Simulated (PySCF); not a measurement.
**Run report: Si3NH8O, geometry relaxation**

- system: Si3NH8O, multiplicity 2, SMILES [SiH3]N[SiH]O[SiH3]
- method: PBE0-D3(BJ)/def2-SVP geometry optimisation, gas phase (PySCF 2.14.0)

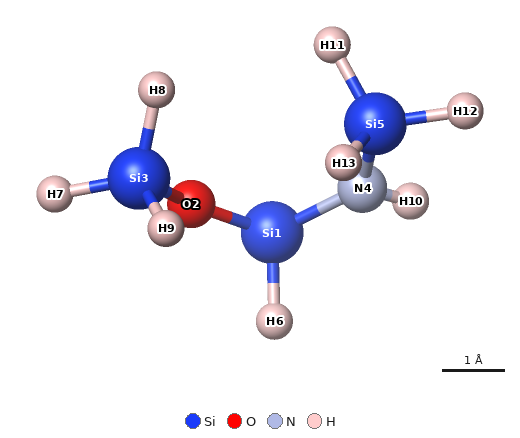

*The starting structure (ball-and-stick view, seen at a tilt; atoms are numbered from 1 in the order of the input).*

Bond lengths as drawn: H–N 0.98 Å, H–Si 1.43 to 1.49 Å, N–Si 1.71 to 1.75 Å and O–Si 1.62 to 1.64 Å.

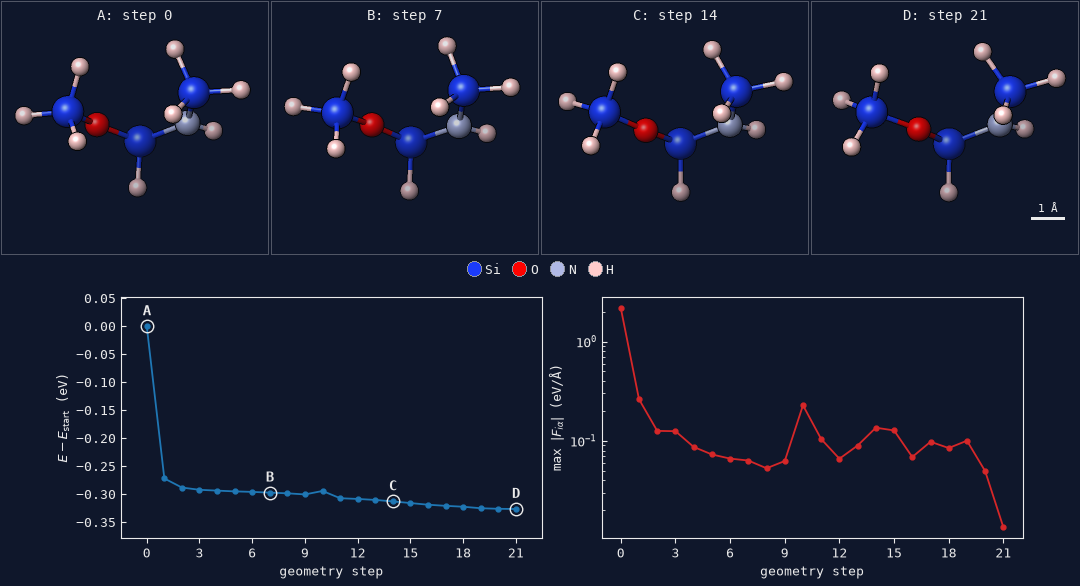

*Frames of the relaxation (ball-and-stick view, seen at a tilt) above the curves, on which the letters mark them (steps are counted from 0).*

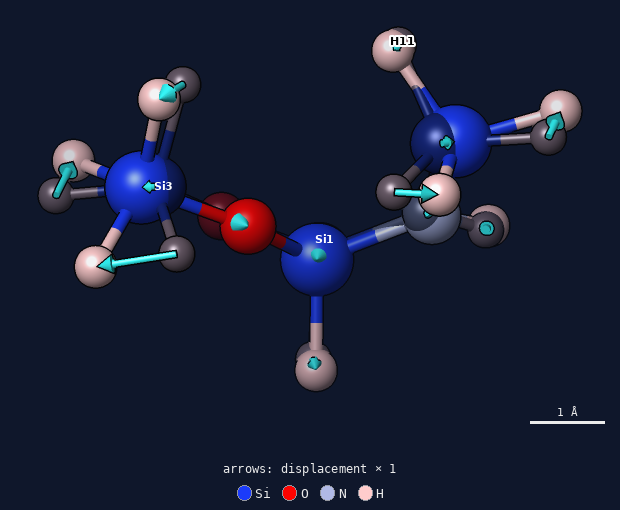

*Start (faint) and end (solid) with the displacements as teal arrows, at true length (ball-and-stick view, seen at a tilt). The two geometries are laid on each other by the best rigid fit.*

The largest move after the best rigid fit is that of H9, 1.15 Å. Largest moves by element: H 1.15 Å, O 0.81 Å, Si 0.25 Å, N 0.13 Å. Among the contacts that change: Si1–H6 1.441 → 1.510 Å, Si3–H7 1.431 → 1.495 Å, O2–Si3 1.615 → 1.658 Å, N4–Si5 1.710 → 1.752 Å. Among the angles that change: O2–Si1–N4 111.2° → 102.5°, Si1–O2–Si3 157.2° → 149.9°, Si1–N4–H10 112.4° → 118.3°. The energy falls by 0.326 eV in 21 geometry steps. The largest force component goes from 2.2 to 0.013 eV/Å. (Atoms are counted from 1 in the order of the input.)

The input that produced these results follows, with the program's output.

Input file
```
{"job": {"xc": "PBE0", "basis": "def2-SVP", "d3": "d3bj", "grid": 2, "kind": "geom", "shake": 0.01}, "charge": 0, "multiplicity": 2}
Si    -0.491255    -0.531298    -1.672551
O     -1.478300     0.060479    -0.504645
Si    -1.980387     0.391693     0.994515
N      1.188746    -0.371756    -1.222252
Si     1.879464     0.260156     0.209244
H     -0.871192    -1.911086    -1.841295
H     -3.392280     0.586732     0.868169
H     -1.249334     1.607712     1.437725
H     -1.650266    -0.738425     1.889396
H      1.792705    -0.661880    -1.931076
H      1.568532     1.690417     0.368356
H      3.324822     0.059656     0.032103
H      1.368955    -0.459772     1.379715
```

The first line tells a small driver script what to run in PySCF; the rest is the geometry in Å.

Launch command:
```bash
OMP_NUM_THREADS=1 python <driver script> task.json out
```

What the program printed
```
step   0  E = -1002.43213896  max force = 0.042300
step   1  E = -1002.44212770  max force = 0.005099
step   2  E = -1002.44272366  max force = 0.002452
step   3  E = -1002.44287125  max force = 0.002435
step   4  E = -1002.44292531  max force = 0.001691
step   5  E = -1002.44297512  max force = 0.001420
step   6  E = -1002.44300844  max force = 0.001290
step   7  E = -1002.44305716  max force = 0.001233
step   8  E = -1002.44310273  max force = 0.001030
step   9  E = -1002.44317582  max force = 0.001219
step  10  E = -1002.44294721  max force = 0.004437
step  11  E = -1002.44342483  max force = 0.002028
step  12  E = -1002.44347075  max force = 0.001285
step  13  E = -1002.44353738  max force = 0.001746
step  14  E = -1002.44363286  max force = 0.002638
step  15  E = -1002.44374112  max force = 0.002478
step  16  E = -1002.44385061  max force = 0.001338
step  17  E = -1002.44392310  max force = 0.001906
step  18  E = -1002.44398333  max force = 0.001647
step  19  E = -1002.44408146  max force = 0.001952
step  20  E = -1002.44411863  max force = 0.000965
step  21  E = -1002.44413100  max force = 0.000263
optimisation converged
```

Trajectory as extended XYZ (Å, eV, eV/Å), 8 of the 22 frames kept, from step=0 to step=21
```
13
Properties=species:S:1:pos:R:3:forces:R:3 step=0 energy=-27277.56789
Si   -0.4913   -0.5313   -1.6725    0.4469   0.9336  -0.4085
O    -1.4783    0.0605   -0.5047    0.6259  -0.1748  -1.0568
Si   -1.9804    0.3917    0.9945    0.7145   0.2234   0.7695
N     1.1887   -0.3718   -1.2223   -2.1752   0.1362   0.6480
Si    1.8795    0.2602    0.2092    0.2173   0.2070   0.0250
H    -0.8712   -1.9111   -1.8413   -0.2226  -1.2533  -0.2247
H    -3.3923    0.5867    0.8682   -1.2549   0.2748   0.2509
H    -1.2493    1.6077    1.4377   -0.1083   0.1592   0.2687
H    -1.6503   -0.7384    1.8894   -0.0412  -0.1828   0.3050
H     1.7927   -0.6619   -1.9311    1.4323  -0.5730  -1.4732
H     1.5685    1.6904    0.3684   -0.0105   0.4417   0.1726
H     3.3248    0.0597    0.0321    0.4950   0.0199   0.1793
H     1.3690   -0.4598    1.3797   -0.1191  -0.2118   0.5442
13
Properties=species:S:1:pos:R:3:forces:R:3 step=3 energy=-27277.85993
Si   -0.4716   -0.5727   -1.7242   -0.0602  -0.0306  -0.0229
O    -1.3351    0.0237   -0.4456    0.1252   0.0288   0.0316
Si   -1.9118    0.3482    1.0702   -0.0829  -0.0027  -0.0491
N     1.2070   -0.4411   -1.2884   -0.0395  -0.0314   0.0035
Si    1.8681    0.3182    0.1401    0.0001   0.0265  -0.0024
H    -0.8694   -2.0156   -1.9341    0.0233   0.0075  -0.0132
H    -3.3561    0.7087    0.9644    0.0150  -0.0023   0.0162
H    -1.1594    1.4941    1.6587    0.0076   0.0033   0.0164
H    -1.7637   -0.8498    1.9489    0.0055  -0.0033   0.0129
H     1.8819   -0.7294   -1.9917    0.0012   0.0041   0.0007
H     1.5865    1.7850    0.2035    0.0019   0.0106   0.0035
H     3.3466    0.1144    0.1066    0.0064  -0.0054   0.0023
H     1.3095   -0.2976    1.3826   -0.0036  -0.0049   0.0005
13
Properties=species:S:1:pos:R:3:forces:R:3 step=6 energy=-27277.86367
Si   -0.4709   -0.5767   -1.7106   -0.0461  -0.0047  -0.0185
O    -1.3039    0.0019   -0.4044    0.0663   0.0271   0.0336
Si   -1.9292    0.3284    1.0909   -0.0161  -0.0241  -0.0010
N     1.2092   -0.4618   -1.2831    0.0340   0.0148   0.0204
Si    1.8801    0.3493    0.1145   -0.0107  -0.0215  -0.0153
H    -0.8612   -2.0152   -1.9546   -0.0076  -0.0028   0.0070
H    -3.3321    0.8095    0.9379   -0.0096   0.0016  -0.0018
H    -1.1148    1.3861    1.7589   -0.0061   0.0066  -0.0125
H    -1.9174   -0.9028    1.9373   -0.0018   0.0012  -0.0096
H     1.8815   -0.7624   -1.9838   -0.0038  -0.0025  -0.0048
H     1.6172    1.8218    0.1232   -0.0021  -0.0033   0.0014
H     3.3563    0.1247    0.0863   -0.0005   0.0062  -0.0013
H     1.3180   -0.2166    1.3784    0.0041   0.0015   0.0023
13
Properties=species:S:1:pos:R:3:forces:R:3 step=9 energy=-27277.86822
Si   -0.4783   -0.5916   -1.6661    0.0366  -0.0321  -0.0430
O    -1.2322   -0.0884   -0.2859    0.0349   0.0059   0.0276
Si   -1.9575    0.3547    1.1285   -0.0481   0.0172  -0.0030
N     1.2192   -0.4939   -1.3008   -0.0442   0.0294  -0.0627
Si    1.9114    0.3211    0.0822    0.0309   0.0072   0.0406
H    -0.8746   -2.0175   -1.9663   -0.0184   0.0002   0.0119
H    -3.2945    0.9535    0.8419    0.0041  -0.0066  -0.0048
H    -1.1089    1.3658    1.8243    0.0030  -0.0070   0.0137
H    -2.1331   -0.8415    2.0037    0.0057   0.0019   0.0095
H     1.8653   -0.7415   -2.0455    0.0038  -0.0081   0.0193
H     1.5545    1.7726    0.1477   -0.0065  -0.0023  -0.0030
H     3.3958    0.2021   -0.0344   -0.0010  -0.0032  -0.0038
H     1.4656   -0.3092    1.3615   -0.0008  -0.0026  -0.0022
13
Properties=species:S:1:pos:R:3:forces:R:3 step=12 energy=-27277.87625
Si   -0.4995   -0.6205   -1.5994   -0.0263  -0.0222  -0.0292
O    -1.1703   -0.2235   -0.1398    0.0661  -0.0120   0.0318
Si   -1.9850    0.3950    1.1561   -0.0180   0.0090  -0.0245
N     1.2118   -0.4932   -1.3308   -0.0252   0.0588  -0.0249
Si    1.9524    0.2799    0.0537    0.0073  -0.0163   0.0101
H    -0.8892   -2.0366   -1.9476   -0.0015  -0.0023   0.0033
H    -3.2214    1.0938    0.6975   -0.0118   0.0128  -0.0050
H    -1.1098    1.3655    1.8765    0.0019  -0.0014   0.0058
H    -2.3618   -0.7149    2.0771   -0.0049  -0.0114   0.0153
H     1.8224   -0.6744   -2.1227    0.0044  -0.0182   0.0094
H     1.4887    1.6884    0.2470   -0.0038   0.0108  -0.0021
H     3.4249    0.2923   -0.1923    0.0146  -0.0008  -0.0015
H     1.6698   -0.4657    1.3156   -0.0029  -0.0067   0.0116
13
Properties=species:S:1:pos:R:3:forces:R:3 step=15 energy=-27277.88360
Si   -0.5107   -0.6303   -1.5500   -0.0636  -0.0121  -0.1089
O    -1.0996   -0.2439   -0.0506    0.0964  -0.0353   0.0047
Si   -2.0171    0.4064    1.1562   -0.0909   0.0530   0.1274
N     1.1988   -0.4053   -1.3841    0.0559  -0.0217   0.0596
Si    1.9826    0.2607    0.0338    0.0066   0.0092  -0.0043
H    -0.8534   -2.0690   -1.8554    0.0004  -0.0009   0.0057
H    -3.2287    1.0711    0.5844    0.0236  -0.0200   0.0158
H    -1.2112    1.4135    1.9087   -0.0009  -0.0016  -0.0340
H    -2.4370   -0.6721    2.1011   -0.0105   0.0157  -0.0543
H     1.7943   -0.6125   -2.1805   -0.0183   0.0155   0.0000
H     1.5427    1.6615    0.3231    0.0064  -0.0213   0.0027
H     3.4505    0.2681   -0.2501   -0.0200   0.0047   0.0050
H     1.7216   -0.5621    1.2543    0.0150   0.0149  -0.0194
13
Properties=species:S:1:pos:R:3:forces:R:3 step=18 energy=-27277.89019
Si   -0.5273   -0.6401   -1.4631    0.0049   0.0496   0.0495
O    -1.0239   -0.2591    0.0782   -0.0113   0.0269   0.0233
Si   -2.0797    0.4272    1.1585    0.0457  -0.0388  -0.0826
N     1.1809   -0.3539   -1.3941   -0.0114  -0.0847  -0.0040
Si    2.0562    0.2312    0.0057   -0.0193   0.0267  -0.0102
H    -0.8478   -2.0908   -1.7368    0.0057   0.0012  -0.0029
H    -3.2134    1.0756    0.4342   -0.0109   0.0127  -0.0080
H    -1.3537    1.4533    1.9598    0.0008  -0.0006   0.0180
H    -2.6166   -0.6312    2.0599   -0.0041  -0.0056   0.0239
H     1.7313   -0.5423   -2.2263    0.0030   0.0164  -0.0122
H     1.6069    1.5920    0.4281   -0.0076   0.0061   0.0051
H     3.4939    0.3050   -0.3937    0.0066   0.0030  -0.0056
H     1.9262   -0.6808    1.1805   -0.0019  -0.0130   0.0057
13
Properties=species:S:1:pos:R:3:forces:R:3 step=21 energy=-27277.89421
Si   -0.5256   -0.6306   -1.4345   -0.0044  -0.0119   0.0029
O    -0.9862   -0.2473    0.1180    0.0057   0.0106  -0.0003
Si   -2.0807    0.4299    1.1633   -0.0135   0.0018   0.0048
N     1.1940   -0.4304   -1.3748   -0.0092   0.0093  -0.0115
Si    2.0712    0.2317   -0.0098    0.0040   0.0009   0.0031
H    -0.9160   -2.0602   -1.7266    0.0042   0.0004  -0.0069
H    -3.1410    1.1600    0.4038    0.0047  -0.0004   0.0004
H    -1.3662    1.3850    2.0578    0.0011  -0.0048   0.0030
H    -2.7159   -0.6421    1.9835    0.0008   0.0032   0.0008
H     1.7270   -0.5938   -2.2237    0.0072  -0.0076   0.0066
H     1.5628    1.5773    0.3961    0.0020  -0.0007  -0.0019
H     3.4938    0.3697   -0.4468   -0.0013  -0.0026   0.0005
H     2.0156   -0.6629    1.1847   -0.0013   0.0017  -0.0015
```

Key numbers

| quantity | value |
| --- | --- |
| outcome | converged |
| total energy | −1002.444131 hartree |
| ⟨S²⟩ | 0.752 |
| dipole moment | 0.92 D |
| point group | C1 |
| hardware | 1 CPU thread, shared host |
| wall time | 5.1 min |
| peak memory | 0.66 GiB |
